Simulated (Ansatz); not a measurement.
Three curves of one kind of scan: energy against volume (even scaling of the relaxed cell, symmetry kept). These are PBE (plane waves to 420 eV, PAW, scalar-relativistic; Ansatz, a quantum-chemistry and plane-wave program) values and carry that method's errors. Each is measured from its own zero (the relaxed starting cell). 

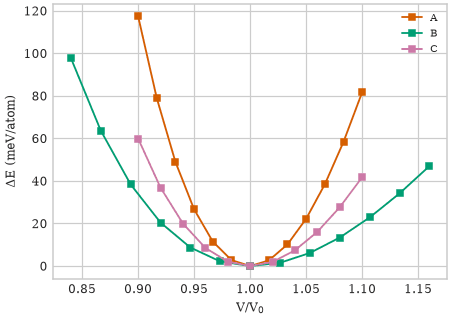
Figure. Curves A, B and C.

```tsv
V/V₀	ΔE (meV/atom)
0.900	59.9
0.940	20.0
0.980	2.1
1.020	1.9
1.060	16.1
1.100	41.8
```

Problem. Which curve does this table belong to?

Solution. Curve C, which is ZnO (wurtzite). The others: A is TaAs (NbAs type, space group I4_1md); B is Tl (hcp, Mg type).

All were relaxed with their symmetry unable to fall. At this level the bands of TaAs touch or barely overlap. Spin-orbit coupling is left out. TaAs is run without spin polarisation. The relaxed volume of Tl is well above the measured one; the method has no dispersion term.

(Under strain, the slope of the energy per volume gives the stress and its curvature an elastic modulus.)
